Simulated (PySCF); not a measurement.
Al2(mu-NH2)2(Cl)4, H₄Al₂Cl₄N₂, singlet at its B3LYP/def2-SVP optimised geometry (Å):

```
12

Al    -0.3533    -1.2753     0.0000
Al    -1.7462     0.3658     1.8148
N     -1.0512     0.5476     0.0000
H     -1.7655     0.7277    -0.7112
H     -0.3396     1.2753    -0.1125
Cl     1.7655    -1.2753     0.0000
Cl    -1.4324    -2.4980    -1.3532
N     -1.0513    -1.4582     1.8136
H     -1.7653    -2.1840     1.9222
H     -0.3396    -1.6422     2.5264
Cl    -0.6651     1.5871     3.1672
Cl    -3.8652     0.3678     1.8163
```

Calculation: B3LYP/def2-TZVP (PySCF 2.14.0).

Map of the electrostatic potential (hartree/e), clipped to [-0.08, 0.12] on the plane z = 0.6 Å:

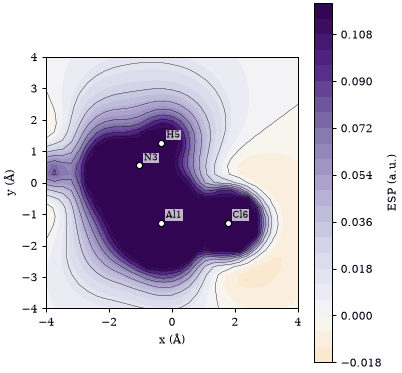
Figure. Electrostatic potential (hartree/e), clipped to [-0.08, 0.12] on the plane z = 0.6 Å.
